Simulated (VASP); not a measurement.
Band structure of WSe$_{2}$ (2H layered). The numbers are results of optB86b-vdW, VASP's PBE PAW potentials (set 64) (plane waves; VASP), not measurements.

Unless said otherwise, spin-orbit coupling is left out, though it shifts the bands of the heavy elements here.

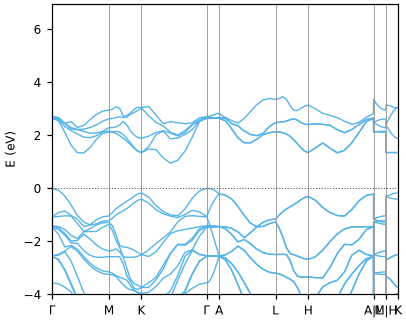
Bands along high-symmetry lines, zero at the valence-band maximum or, without a gap, the Fermi level

Read the plot: is there a gap, and where are the band edges?

The gap is indirect, 0.95 eV, from the valence maximum at Γ to the conduction minimum at K-Γ at 0.44. (Edges off the drawn lines would not show.)

The compound is WSe2 in the 2H layered structure. It was relaxed first.
